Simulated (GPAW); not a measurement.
# RPBE/plane waves (scalar-relativistic datasets, plane-wave cutoff 450 eV) run of C2H2F2O (SMILES FC1OC1F)

Aim: the charge distribution of C2H2F2O. 

The calculation is run with GPAW 26.7.0.

5 further runs of the same task are left out: 5 set aside as unsound or not needed.

## (1) The molecule

The species is C2H2F2O (7 atoms), meant as a singlet with charge 0. As SMILES, `FC1OC1F`. The coordinates come from a GFN2-xTB relaxation.

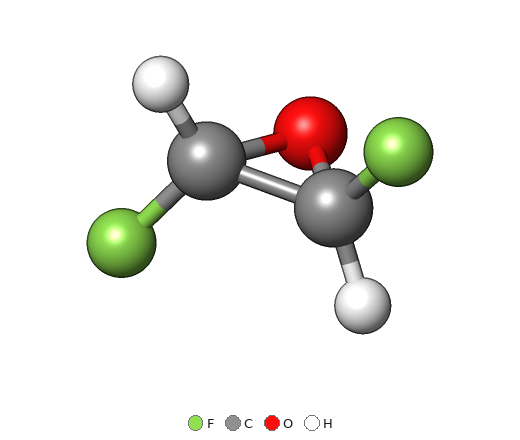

The structure, seen from a chosen angle (fluorine green, carbon grey, oxygen red, hydrogen white).

## (2) Energy and one-electron properties at RPBE/plane waves (scalar-relativistic datasets, plane-wave cutoff 450 eV)

File calc.py:

```python
import numpy as np
from ase import Atoms
from ase.units import Debye
from gpaw import GPAW, PW

mol = Atoms(['F', 'C', 'O', 'C', 'F', 'H', 'H'],
    positions=[[  0.611470,  -1.492030,   0.834000],
               [  0.000320,  -0.302010,   0.664670],
               [ -1.105110,  -0.300710,  -0.159300],
               [  0.024650,   0.309360,  -0.660530],
               [ -0.018500,   1.653880,  -0.750590],
               [ -0.035540,   0.267690,   1.586480],
               [  0.522710,  -0.136160,  -1.514730]])
mol.center(vacuum=4.5)

gpaw_calc = GPAW(mode={'name': 'pw', 'ecut': 450}, maxiter=100, xc='RPBE', txt='-')
mol.calc = gpaw_calc

energy = mol.get_potential_energy()
print(f'Energy = {energy:.5f} eV')
forces = mol.get_forces()
print('Forces (eV/Ang)')
for symbol, f in zip(mol.symbols, forces):
    print(f'{symbol:2} {f[0]:9.4f} {f[1]:9.4f} {f[2]:9.4f}')
dipole = mol.get_dipole_moment() / Debye
print(f'Dipole                  {np.linalg.norm(dipole):.3f} D')
homo, lumo = gpaw_calc.get_homo_lumo()
print(f'HOMO                    {homo:.3f} eV')
print(f'LUMO: {lumo:.3f} eV')
print(f'Gap: {lumo - homo:.3f} eV')
```

Launch:

```bash
$ python3 -u calc.py | tee calc.out
```

What values should one expect? Wanted: energy as printed; dipole moment; HOMO energy; LUMO energy; HOMO–LUMO gap; largest force on an atom.

**Answer.** As computed:

Level: RPBE/plane waves (scalar-relativistic datasets, plane-wave cutoff 450 eV).

| quantity | value |
| --- | --- |
| energy as printed (from the program's reference atoms) | -35.9298 eV |
| dipole moment | 0.80 D |
| HOMO energy (shifted to the vacuum level, unlike the log) | -7.38 eV |
| LUMO energy (shifted to the vacuum level, unlike the log) | -0.58 eV |
| HOMO–LUMO gap | 6.79 eV |
| largest force on an atom | 2.388 eV/Å |

**Reading.** The largest force is 2.39 eV/Å: the shape isn't a stationary point for this species at this level.
